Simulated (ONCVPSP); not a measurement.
## Run report: Cu, pseudopotential generation

System: copper (Cu, Z = 29), core [Ne], reference valence 3s2 3p6 3d10 4s1, valence charge 19.
Method: ONCV potential, LDA (Perdew-Wang 92), fully relativistic, made with ONCVPSP 4.0.1.

Results in brief:

- outcome: generated
- cutoffs needed: 72 Ha and 199 Ha (the cutoffs at which the residual kinetic energy of the hardest occupied pseudo-wave falls to 1 and 0.1 mHa per electron)
- ghost test: no bound ghost flagged; no localised positive-energy state flagged (flags above 300 eV left out)
- configuration tests: 1 of 4 tests not solved
- largest excitation error among the tests solved: +3.9 meV (all-electron minus pseudo) for 3s2 3p6 3d10 4s0
- range over which the phases arctan(r R′/R) at the test radius agree within 0.05 rad (a looser test near the poles than one of phase shifts): s: over the whole range computed; p3/2: over the whole range computed; p1/2: over the whole range computed; d5/2: up to about 2.4 Ha; d3/2: up to about 2.4 Ha; f7/2: not judged, local potential alone; f5/2: not judged, local potential alone
- hardware: 1 CPU thread, shared host
- wall time: 2.7 s

Remarks:

Warnings of the program, in the generation or the tests: psatom_r: WARNING lschvkbb convergence error n,l,kap,iter= 1 0 -1; psatom_r: WARNING lschvkbb convergence error n,l,kap,iter= 2 0 -1; psatom_r: WARNING lschvkbb convergence error n,l,kap,iter= 2 1 -2.

Input file:
```
# ATOM AND REFERENCE CONFIGURATION
# atsym  z   nc   nv     iexc    psfile
  Cu 29.00    3    4  -001012      upf
#
#   n    l    f
    1    0    2.00
    2    0    2.00
    2    1    6.00
    3    0    2.00
    3    1    6.00
    3    2   10.00
    4    0    1.00
#
# PSEUDOPOTENTIAL AND OPTIMIZATION
# lmax
    2
#
#   l,   rc,      ep,       ncon, nbas, qcut
    0    1.10    0.00    4    7   10.10
    1    0.80    0.00    4    8   11.10
    2    1.25    0.00    3    8   14.30
#
# LOCAL POTENTIAL
# lloc, lpopt,  rc(5),   dvloc0
    4    5    0.65    0.00
#
# VANDERBILT-KLEINMAN-BYLANDER PROJECTORs
# l, nproj, debl
    0    2    1.00
    1    1    3.70
    2    1    0.50
#
# MODEL CORE CHARGE
# icmod, fcfact, rcfact
    0    0.00    0.00
#
# LOG DERIVATIVE ANALYSIS
# epsh1, epsh2, depsh
   -6.00    5.00    0.04
#
# OUTPUT GRID
# rlmax, drl
    6.00    0.01
#
# TEST CONFIGURATIONS
# ncnf
    4
# nvcnf
#   n    l    f
    4
    3    0    2.00
    3    1    6.00
    3    2   10.00
    4    0    0.00
#
    4
    3    0    2.00
    3    1    6.00
    3    2    9.00
    4    0    0.00
#
    4
    3    0    2.00
    3    1    6.00
    3    2    8.00
    4    0    0.00
#
    4
    3    0    2.00
    3    1    6.00
    3    2   10.00
    4    0    0.50
#
```

Launched with:
```bash
oncvpspr.x < Cu.dat > Cu.out
```

The program's output (extracts):
```
ONCVPSP  (Optimized Norm-Conservinng Vanderbilt PSeudopotential)
relativistic version 4.0.1

#   n    l    f        energy (Ha)
    1    0    2.00    -3.2453719D+02
    2    0    2.00    -3.8955475D+01
    2    1    6.00    -3.3418453D+01    -3.4169963D+01
    3    0    2.00    -4.1938328D+00
    3    1    6.00    -2.6152237D+00    -2.7105643D+00
    3    2   10.00    -1.9173753D-01    -2.0170889D-01
    4    0    1.00    -1.7854098D-01

Reference configufation results
  iterations    39
  all-electron total energy (Ha)   -1.65231594D+03

Begin loop to  construct optimized pseudo wave functions
and semi-local pseudopoentials for all angular momenta

Calculating optimized projector #   1

 for l=   0

    Fraction of norm inside rc  0.913980
    Optimizing pswf for qcut=  10.10 a_B^-1,  ecut=  50.96 Ha
    Residual kinetic energy error=  4.06D-05 Ha

    Energy error per electron        Cutoff
         Ha          eV             Ha
         0.01000     0.27211       30.27
         0.00100     0.02721       40.41
         0.00010     0.00272       47.74
         0.00001     0.00027       95.53

Calculating optimized projector #   2

 for l=   0

    Fraction of norm inside rc  0.026017
    Optimizing pswf for qcut=  10.10 a_B^-1,  ecut=  50.96 Ha
    Residual kinetic energy error=  1.53D-05 Ha

    Energy error per electron        Cutoff
         Ha          eV             Ha
         0.01000     0.27211        9.72
         0.00100     0.02721       33.22
         0.00010     0.00272       43.84
         0.00001     0.00027       54.02

Calculating optimized projector #   1

 for l=   1

    Fraction of norm inside rc  0.621282
    Optimizing pswf for qcut=  11.10 a_B^-1,  ecut=  61.61 Ha
    Residual kinetic energy error=  3.75D-04 Ha

    Energy error per electron        Cutoff
         Ha          eV             Ha
         0.01000     0.27211       33.52
         0.00100     0.02721       42.33
         0.00010     0.00272      199.45
         0.00001     0.00027      321.05

Calculating optimized projector #   1

 for l=   1

    Fraction of norm inside rc  0.635184
    Optimizing pswf for qcut=  11.10 a_B^-1,  ecut=  61.61 Ha
    Residual kinetic energy error=  3.08D-04 Ha

    Energy error per electron        Cutoff
         Ha          eV             Ha
         0.01000     0.27211       34.77
         0.00100     0.02721       43.45
         0.00010     0.00272      186.01
         0.00001     0.00027      318.65

Calculating optimized projector #   1

 for l=   2

    Fraction of norm inside rc  0.724172
    Optimizing pswf for qcut=  14.29 a_B^-1,  ecut= 102.14 Ha
    Residual kinetic energy error=  9.18D-06 Ha

    Energy error per electron        Cutoff
         Ha          eV             Ha
         0.01000     0.27211       58.77
         0.00100     0.02721       70.11
         0.00010     0.00272       80.00
         0.00001     0.00027       94.98

Calculating optimized projector #   1

 for l=   2

    Fraction of norm inside rc  0.730530
    Optimizing pswf for qcut=  14.29 a_B^-1,  ecut= 102.14 Ha
    Residual kinetic energy error=  7.68D-06 Ha

    Energy error per electron        Cutoff
         Ha          eV             Ha
         0.01000     0.27211       59.98
         0.00100     0.02721       71.83
         0.00010     0.00272       81.55
         0.00001     0.00027       94.07

Construct Vanderbilt / Kleinmman-Bylander projectors

B matrix Hermiticity error, ll=  0  kap= -1
   1   2    4.3232D-04

  Orthonormal projector coefficients  2.5161E+01  3.7239E+00

 Orthonormal scalar projector coefficients, l =  1
  9.3292E+00  5.9661E-04

 Orthonormal spin-orbit projector coefficients, l =  1
  1.9348E-01 -5.7535E-02

 Orthonormal scalar projector coefficients, l =  2
 -4.2968E+00 -3.0109E-03

 Orthonormal spin-orbit projector coefficients, l =  2
 -9.6906E-02  8.9001E-02

Pseudoatom total energy -194.123538

Diagnostic tests using Vanderbilt-Kleinman-Bylander pseudopotentials
  relativistic with J = L +/- 1/2 projectors

   l  kap   rcore       rmatch      e in        delta e    norm test   slope test

   0  -1   1.1036626   1.1371722  -4.1938328   0.0000030   1.0002301   1.0002237
   0  -1   1.1036626   1.1371722  -0.1785410   0.0000072   1.0000687   1.0000578

   1  -2   0.8037914   0.8281963  -2.6152237  -0.0001327   0.9999888   1.0000822
   1   1   0.8037914   0.8281963  -2.7105643  -0.0000103   0.9999996   1.0000003

   2  -3   1.2513936   1.2893886  -0.1917375  -0.0000141   0.9999934   1.0000187
   2   2   1.2513936   1.2893886  -0.2017089   0.0000036   1.0000057   0.9999718

Diagnostic tests using Vanderbilt-Kleinman-Bylander pseudopotentials
  relativistic with scalar and spin-orbit non-local projectors

   l  kap   rcore       rmatch      e in        delta e    norm test   slope test

   0  -1   1.1036626   1.1371722  -4.1938328   0.0000030   1.0002301   1.0002237
   0  -1   1.1036626   1.1371722  -0.1785410   0.0000072   1.0000687   1.0000578

   1  -2   0.8037914   0.8281963  -2.6152237  -0.0002259   0.9999909   1.0000367
   1   1   0.8037914   0.8281963  -2.7105643  -0.0001054   1.0000020   0.9999576

   2  -3   1.2513936   1.2893886  -0.1917375  -0.0000009   0.9999893   1.0000357
   2   2   1.2513936   1.2893886  -0.2017089   0.0000187   1.0000007   0.9999902

Ghost test for J = L + 1/2

 Testing for bound ghosts
   n   l    E NL Schr. Eq   E Basis Diag.   E Cutoff

   1   0       -4.193830       -4.193817    155.66
   2   0       -0.178534        0.112540    155.66

   2   1       -2.615356       -2.610376    343.58

   3   2       -0.191752       -0.183671    164.84

 Testing for highly-localized positive-energy ghosts
       l    <radius>/rc     E Basis Diag.   E Cutoff

       0        0.983298       18.367006    155.66  WARNING - GHOST(+)

Ghost test for J = L - 1/2

 Testing for bound ghosts
   n   l    E NL Schr. Eq   E Basis Diag.   E Cutoff

   1   0       -4.193830       -4.193817    155.66
   2   0       -0.178534        0.112540    155.66

   2   1       -2.710575       -2.706231    343.58

   3   2       -0.201705       -0.194090    164.84

 Testing for highly-localized positive-energy ghosts
       l    <radius>/rc     E Basis Diag.   E Cutoff

       0        0.983298       18.367006    155.66  WARNING - GHOST(+)

Test configuration 0

   n   l kap    f        eae           eps        diff
   1   0  -1  2.0000 -324.53718541
   2   0  -1  2.0000  -38.95547487
   2   1  -2  4.0000  -33.41845252
   2   1   1  2.0000  -34.16996327
   3   0  -1  2.0000   -4.19383284   -4.19382981    3.03E-06
   3   1  -2  4.0000   -2.61522372   -2.61535645   -1.33E-04
   3   1   1  2.0000   -2.71056428   -2.71057458   -1.03E-05
   3   2  -3  6.0000   -0.19173753   -0.19175161   -1.41E-05
   3   2   2  4.0000   -0.20170889   -0.20170527    3.62E-06
   4   0  -1  1.0000   -0.17854098   -0.17853375    7.22E-06

    Total energies and differences
      AE_ref= -1.65231594E+03  AE_tst= -1.65231594E+03  dif=  0.00E+00
      PS_ref= -1.94123538E+02  PS_tst= -1.94123538E+02  dif=  5.68E-12
      PSP excitation error= -5.68E-12

Test configuration 1

   n   l kap    f        eae           eps        diff
   1   0  -1  2.0000 -324.85686545
   2   0  -1  2.0000  -39.26526546
   2   1  -2  4.0000  -33.72909431
   2   1   1  2.0000  -34.48070719
   3   0  -1  2.0000   -4.51299524   -4.51222266    7.73E-04
   3   1  -2  4.0000   -2.93558254   -2.93498937    5.93E-04
   3   1   1  2.0000   -3.03060643   -3.02992898    6.77E-04
   3   2  -3  6.0000   -0.51072434   -0.51073820   -1.39E-05
   3   2   2  4.0000   -0.52080806   -0.52080134    6.72E-06
   4   0  -1  0.0000   -0.44653556   -0.44653556    0.00E+00

    Total energies and differences
      AE_ref= -1.65231594E+03  AE_tst= -1.65200616E+03  dif=  3.10E-01
      PS_ref= -1.94123538E+02  PS_tst= -1.93813898E+02  dif=  3.10E-01
      PSP excitation error=  1.44E-04

Test configuration 2

   n   l kap    f        eae           eps        diff
   1   0  -1  2.0000 -325.48324062
   2   0  -1  2.0000  -39.90393762
   2   1  -2  4.0000  -34.36634894
   2   1   1  2.0000  -35.11780522
   3   0  -1  2.0000   -5.13617578   -5.13741069   -1.23E-03
   3   1  -2  4.0000   -3.55349268   -3.55469315   -1.20E-03
   3   1   1  2.0000   -3.64961286   -3.65072120   -1.11E-03
   3   2  -3  5.4000   -1.09744761   -1.09793918   -4.92E-04
   3   2   2  3.6000   -1.10853354   -1.10903497   -5.01E-04
   4   0  -1  0.0000   -0.82842207   -0.82842207    0.00E+00

    Total energies and differences
      AE_ref= -1.65231594E+03  AE_tst= -1.65120906E+03  dif=  1.11E+00
      PS_ref= -1.94123538E+02  PS_tst= -1.93016533E+02  dif=  1.11E+00
      PSP excitation error= -1.28E-04

Test configuration 3

psatom_r: WARNING lschvkbb convergence error n,l,kap,iter=   3   2  -3


ea(ii),et,emin,emax -1.917516E-01 -2.109268E-01 -2.109268E-01 -2.109268E-01

psatom_r: WARNING lschvkbb convergence error n,l,kap,iter=   1   0  -1


ea(ii),et,emin,emax -4.218552E+00 -3.796697E+00 -3.796697E+00 -3.796697E+00

psatom_r: WARNING lschvkbb convergence error n,l,kap,iter=   2   1  -2


ea(ii),et,emin,emax -2.639456E+00 -2.375510E+00 -2.375510E+00 -2.375510E+00

psatom_r: WARNING lschvkbb convergence error n,l,kap,iter=   3   2  -3


ea(ii),et,emin,emax -1.917516E-01 -1.725764E-01 -1.725764E-01 -1.725764E-01

psatom_r: WARNING lschvkbb convergence error n,l,kap,iter=   2   0  -1


ea(ii),et,emin,emax -1.893992E-01 -1.704592E-01 -1.704592E-01 -1.704592E-01
run_config_r: WARNING for fully non-local PS atom,
 WARNING no output for configuration 4

Test configuration 4

   n   l kap    f        eae           eps        diff
   1   0  -1  2.0000 -324.68912971
   2   0  -1  2.0000  -39.10310515
   2   1  -2  4.0000  -33.56645731
   2   1   1  2.0000  -34.31801275
   3   0  -1  2.0000   -4.34569399   -4.34533824    3.56E-04
   3   1  -2  4.0000   -2.76765525   -2.76745916    1.96E-04
   3   1   1  2.0000   -2.86284780   -2.86254561    3.02E-04
   3   2  -3  6.0000   -0.34383432   -0.34384764   -1.33E-05
   3   2   2  4.0000   -0.35385467   -0.35384875    5.92E-06
   4   0  -1  0.5000   -0.30829675   -0.30821734    7.94E-05

    Total energies and differences
      AE_ref= -1.65231594E+03  AE_tst= -1.65219465E+03  dif=  1.21E-01
      PS_ref= -1.94123538E+02  PS_tst= -1.94002315E+02  dif=  1.21E-01
      PSP excitation error=  6.78E-05
```

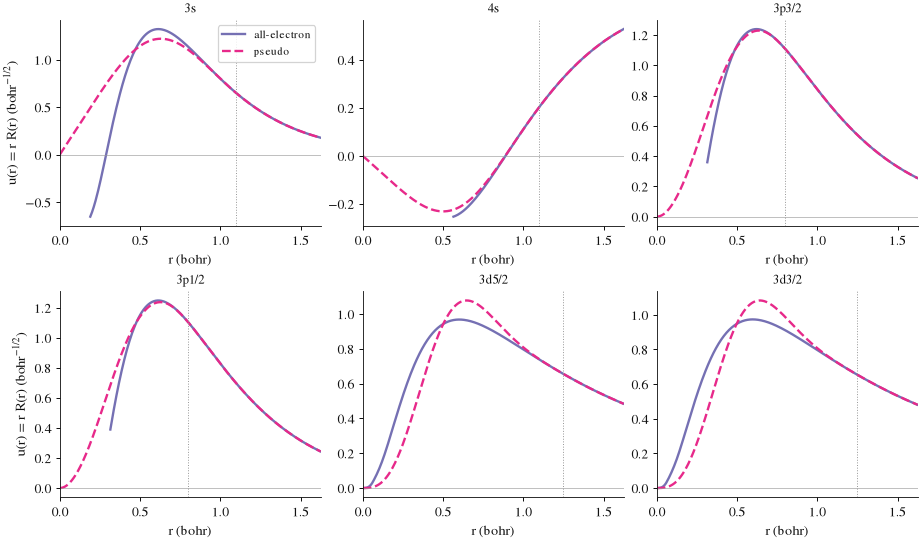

Figure 1. All-electron valence functions (solid) with their pseudo partners (dashed). Dotted lines mark the matching radii. The innermost oscillations of some all-electron curves aren't drawn. Pseudo-waves: 3s has no node; 4s has a node at about 0.9 bohr; 3p3/2 has no node; 3p1/2 has no node; 3d5/2 has no node; 3d3/2 has no node. A node in 4s is expected, since a lower shell of the same l is also in the valence and the two must stay orthogonal.

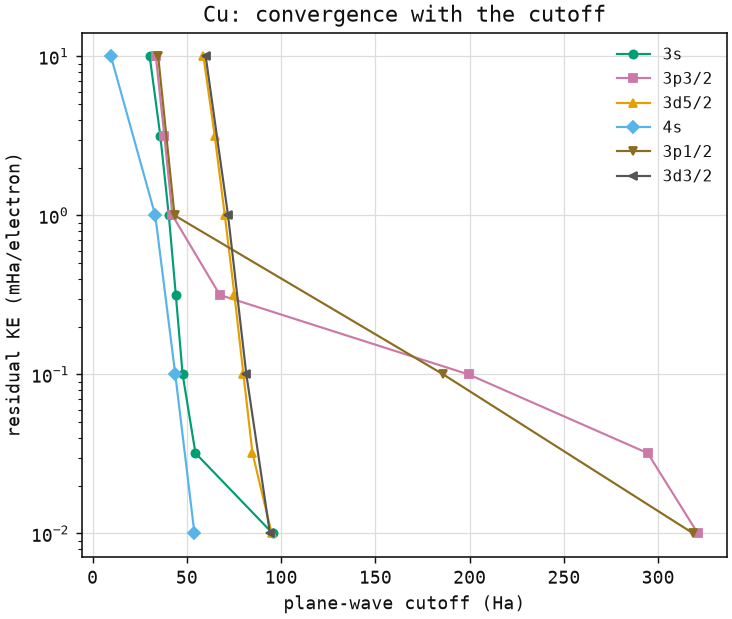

Figure 2. Residual kinetic energy of the pseudo-waves (the first of each channel, and further valence shells) beyond the plane-wave cutoff, as the generator prints it.

- Cutoffs for the occupied states: 72 Ha for 1 mHa and 199 Ha for 0.1 mHa per electron. The first is set by 3d3/2.
- Cutoffs for 1 mHa per electron: 3d3/2: 72 Ha; 3d5/2: 70 Ha; 3p1/2: 43 Ha; 3p3/2: 42 Ha; 3s: 40 Ha; 4s: 33 Ha.

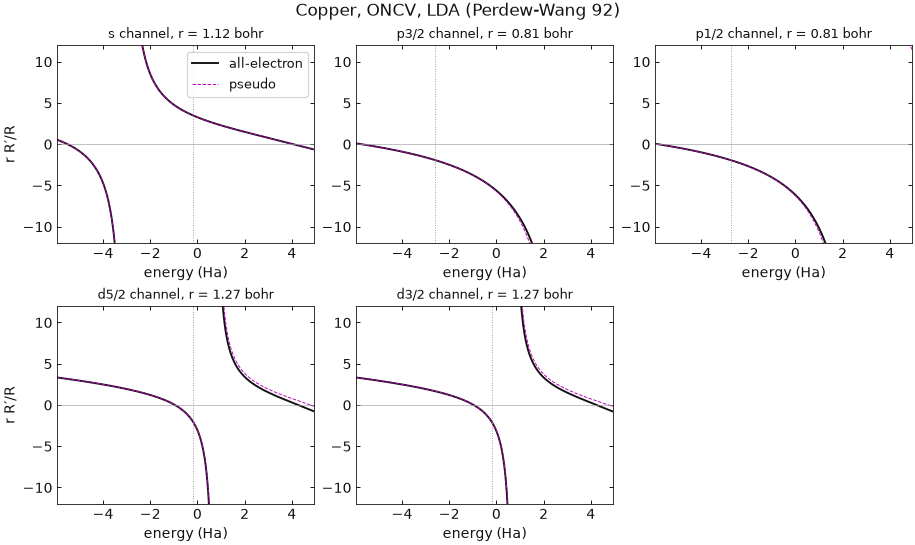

Figure 3. Logarithmic derivatives r R′/R at the test radius against energy, all-electron atom (solid) and pseudo-atom (dashed). Here R(r) is the radial function. The dotted line marks the reference energy of the channel. Not drawn: f7/2: not judged; f5/2: not judged.

- Zeros of the logarithmic derivative: s: all-electron -5.5 and 4.1 Ha, pseudo -5.5 and 4.0 Ha; p3/2: all-electron -5.8 Ha, pseudo -5.8 Ha; p1/2: all-electron -5.9 Ha, pseudo -5.9 Ha; d5/2: all-electron -1.0 and 4.3 Ha, pseudo -1.0 and 4.8 Ha; d3/2: all-electron -1.0 and 4.2 Ha, pseudo -1.0 and 4.7 Ha.
- Poles, where the radial function vanishes at the test radius: s: all-electron at -3.0 Ha, pseudo at -3.0 Ha; p3/2: all-electron at 3.4 Ha, pseudo at 3.1 Ha; p1/2: all-electron at 3.1 Ha, pseudo at 2.9 Ha; d5/2: all-electron at 0.8 Ha, pseudo at 0.8 Ha; d3/2: all-electron at 0.7 Ha, pseudo at 0.8 Ha.
- Ghost states: the plot shows none: pseudo and all-electron curves have the same branches in all channels drawn. The separate test gives: no bound ghost flagged; no localised positive-energy state flagged (flags above 300 eV left out).

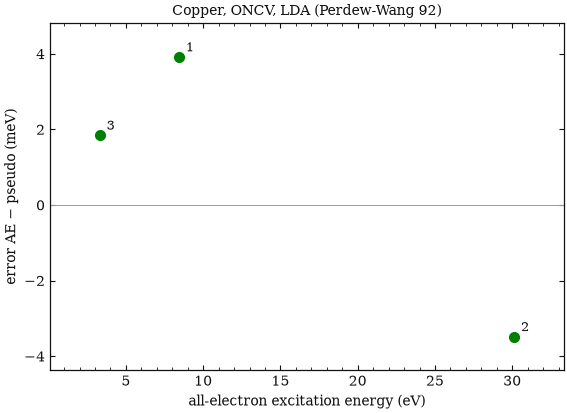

Figure 4. Errors, all-electron minus pseudo, of the energies of valence configurations relative to the unpolarised reference 3s2 3p6 3d10 4s1. Points: 1 = 3s2 3p6 3d10 4s0; 2 = 3s2 3p6 3d9 4s0; 3 = 3s2 3p6 3d10 4s0.5. Not all tests gave a result: 1 of 4 tests not solved.

- Worst configuration: 3s2 3p6 3d10 4s0 (charge +1): the error is +3.9 meV on an all-electron energy of +8.43 eV relative to the reference, or 0.046 %.
- Configurations within 10 meV and within 50 meV: 3 and 3 of 3.
- Errors in meV: 3s2 3p6 3d10 4s0: +3.9; 3s2 3p6 3d9 4s0: -3.5; 3s2 3p6 3d10 4s0.5: +1.8.
